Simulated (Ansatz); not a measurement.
```yaml
crystal:
  lattice:
    - [3.00478, 0.00000, 0.00000]
    - [-1.50239, 2.60221, 0.00000]
    - [0.00000, 0.00000, 35.61935]
  atoms:
    - { symbol: Al, position: [0.66667, 0.33333, 0.13021] }
    - { symbol: Al, position: [0.33333, 0.66667, 0.46355] }
    - { symbol: Al, position: [0.00000, 0.00000, 0.79688] }
    - { symbol: Al, position: [0.33333, 0.66667, 0.05678] }
    - { symbol: Al, position: [0.00000, 0.00000, 0.39011] }
    - { symbol: Al, position: [0.66667, 0.33333, 0.72345] }
    - { symbol: Al, position: [0.00000, 0.00000, 0.20312] }
    - { symbol: Al, position: [0.66667, 0.33333, 0.53645] }
    - { symbol: Al, position: [0.33333, 0.66667, 0.86979] }
    - { symbol: Al, position: [0.33333, 0.66667, 0.27655] }
    - { symbol: Al, position: [0.00000, 0.00000, 0.60989] }
    - { symbol: Al, position: [0.66667, 0.33333, 0.94322] }
    - { symbol: V, position: [0.00000, 0.00000, 0.00000] }
    - { symbol: V, position: [0.66667, 0.33333, 0.33333] }
    - { symbol: V, position: [0.33333, 0.66667, 0.66667] }
    - { symbol: N, position: [0.33333, 0.66667, 0.10896] }
    - { symbol: N, position: [0.00000, 0.00000, 0.44229] }
    - { symbol: N, position: [0.66667, 0.33333, 0.77562] }
    - { symbol: N, position: [0.33333, 0.66667, 0.22438] }
    - { symbol: N, position: [0.00000, 0.00000, 0.55771] }
    - { symbol: N, position: [0.66667, 0.33333, 0.89104] }
```

Space group R-3m; a generated structure, not necessarily the stable one; computed without spin polarisation.

Computed with DFT PBE, scalar-relativistic, plane waves, PAW in Ansatz 0.2.0.

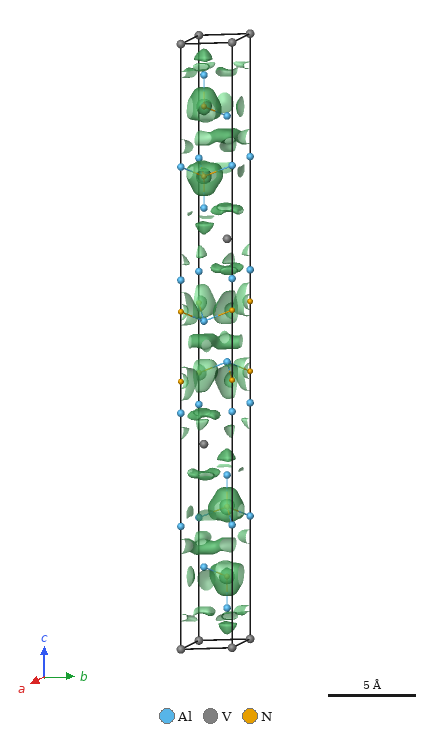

Al4VN2. Isosurface of the ELF at 0.7 (green), seen slightly off an axis. Core shells and regions of very low density are left out. Sticks mark near contacts.

In a PAW calculation such maps are meaningful between the atoms, not at the nuclei.

**Identify the bonds, lone pairs and shells in this picture.**

At this value the surface marks out six regions on N in which the atom's valence shell and bonds are merged, twelve pockets between the atoms, centred on no nucleus (multi-centre or interstitial) and sheets that run through the cell in two directions, counted in one cell of 21 atoms. Any copies at cell faces, edges or corners count once. Profiles from the grid: Al–N (1.86 Å): the ELF peaks at about 0.85 between the atoms. Al–V (2.66 Å): the ELF is about 0.35 at the midpoint.
